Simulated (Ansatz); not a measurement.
# H9NSSi3: what the fields show

Input file:

```
crystal:
  periodic: [false, false, false]
  atoms:
    - {symbol: "N", position_ang: [-0.878613, -0.336121, -1.110528]}
    - {symbol: S, position_ang: [1.969389, -0.428726, 0.477102]}
    - {symbol: Si, position_ang: [-2.383941, -1.209538, -0.788057]}
    - {symbol: Si, position_ang: [-0.129756, -0.370191, -2.718750]}
    - {symbol: Si, position_ang: [-0.003554, 0.417845, 0.215809]}
    - {symbol: H, position_ang: [-2.187954, -2.252151, 0.281498]}
    - {symbol: H, position_ang: [-3.483606, -0.284370, -0.341161]}
    - {symbol: H, position_ang: [-2.793657, -1.887659, -2.066084]}
    - {symbol: H, position_ang: [0.882218, 0.738779, -2.780300]}
    - {symbol: H, position_ang: [-1.188424, -0.149682, -3.763892]}
    - {symbol: H, position_ang: [0.553449, -1.680121, -3.006207]}
    - {symbol: H, position_ang: [-0.862114, 0.242426, 1.438454]}
    - {symbol: H, position_ang: [0.283739, 1.869723, -0.031879]}
    - {symbol: H, position_ang: [1.499114, -1.683394, 0.730118]}
basis:
  gaussian:
    orbitals: def2-SVPD
magnetization:
  spin_polarized: false
hamiltonian:
  xc: pbe0
output: {forces: true, orbitals: {seedname: orbitals}}
```

Run with:

```sh
ansatz run input.yaml --threads 2 --pin off --max-ram 5220MiB --events-out events.jsonl --progress --plain --runs-dir runs
```

Geometry: PBE-D3(BJ)/def2-SVP.

These are results of isolated molecule in a Gaussian basis; Kohn-Sham density functional theory, functional PBE0 in Ansatz 0.2.0, not measurements.

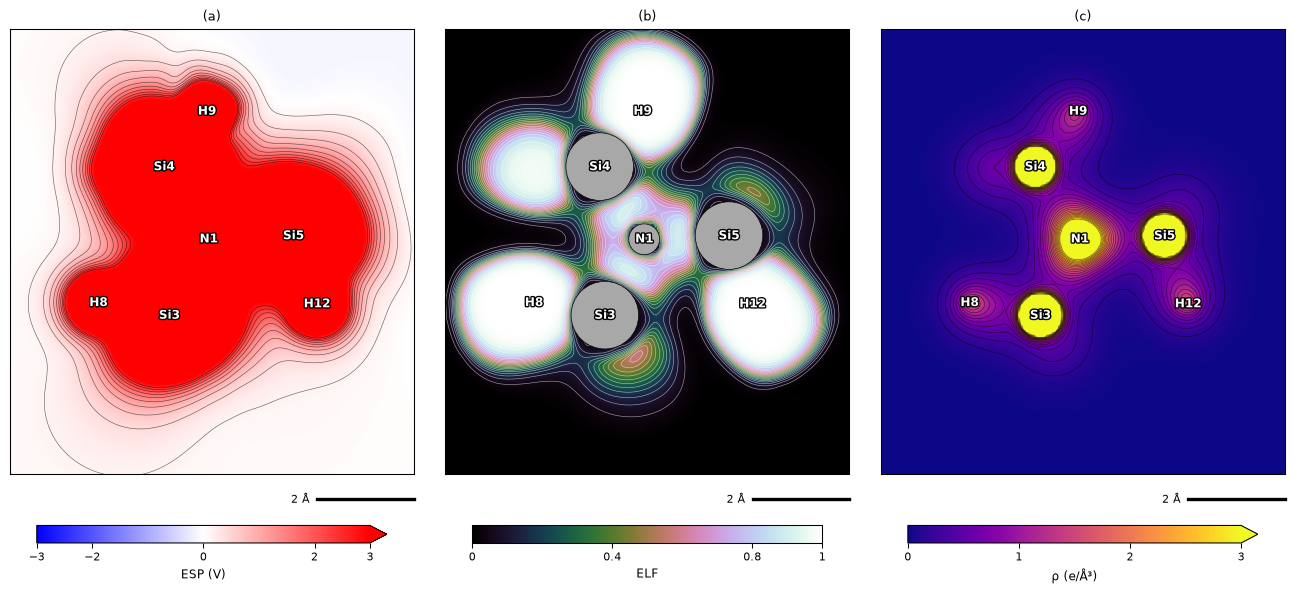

Figure 1. (a) molecular electrostatic potential; (b) electron localisation function; (c) total electron density on the plane of atoms Si3, N1 and Si5. Grey discs cover the atomic cores in the ELF map.

Read the bonding off the picture.

Answer.
- The section cuts through N, Si and H sites.
- Si–N (1.76 Å): the density is about 1 e/Å³ at the midpoint; the ELF peaks at about 0.90 between the atoms (a polar covalent bond).
- Si–H (1.50 Å): ρ at the midpoint is about 0.76 e/Å³; the ELF climbs to about 1 towards the hydrogen, as it does in any bond to H.
- The potential has no marked negative region in this plane.

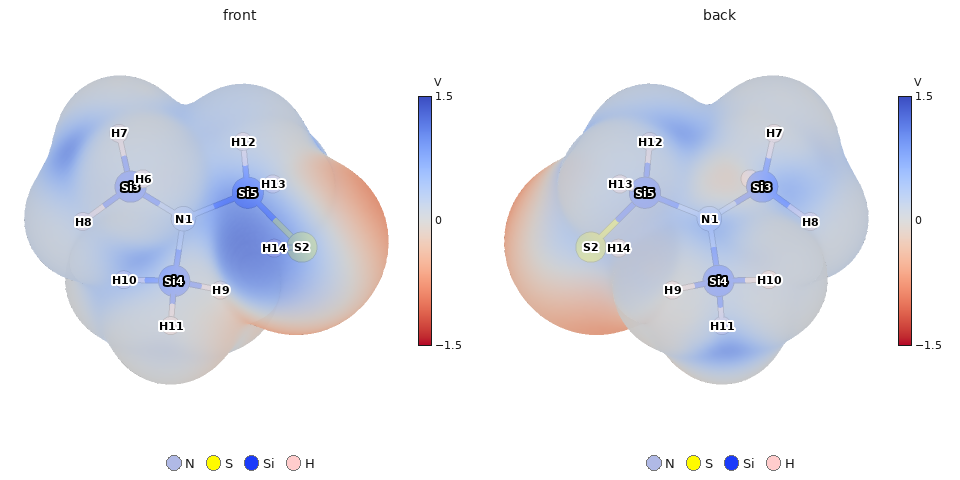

Figure 2. The electrostatic potential painted on the density surface at 0.001 e/bohr³, seen from the front and from behind; the colour scale runs from red (negative) to blue (positive).

Where is the surface potential most negative and most positive?

Answer. The most negative region (about −0.7 V) lies over S2, the most positive (about +1.1 V) over H14.

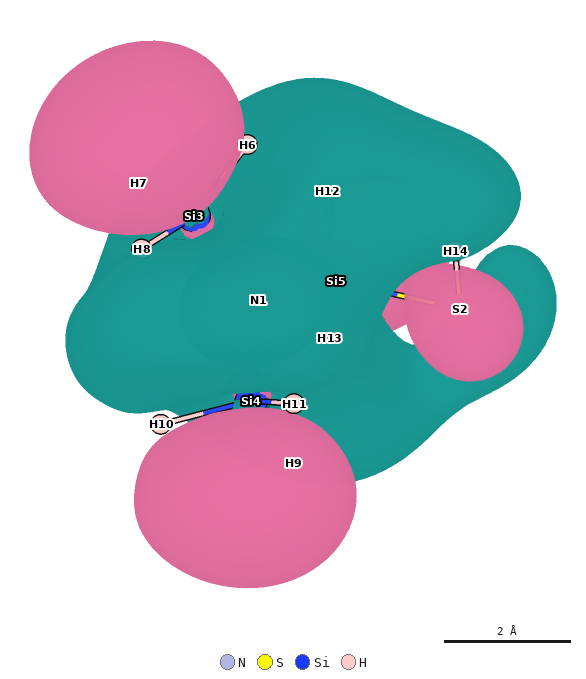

Figure 3. One frontier orbital at ±0.04 Å⁻³ᐟ² (teal and pink are the two phases), seen at a tilt.

Which orbital is it: HOMO or LUMO?

Answer. The LUMO, at −0.39 eV. By Hirshfeld shares it lies mainly on Si3 (about 25 %), Si4 (about 20 %), Si5 (about 15 %), N1 (about 10 %) and S2 (about 5 %).

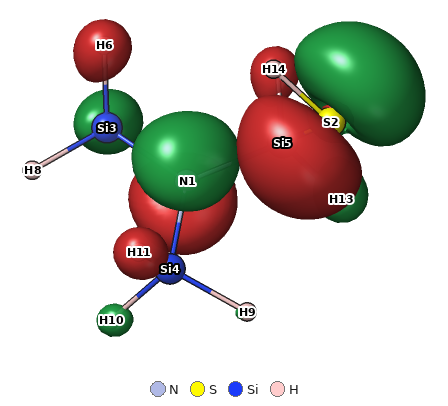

Figure 4. The HOMO at ±0.1 Å⁻³ᐟ² (green and red are the two phases), seen at a tilt.

Where does this orbital lie, and at what energy?

Answer. By Hirshfeld shares it lies mainly on S2 (about 50 %) and N1 (about 20 %); largely a combination of lone pairs on S2 and N1. Its energy is −7.50 eV.
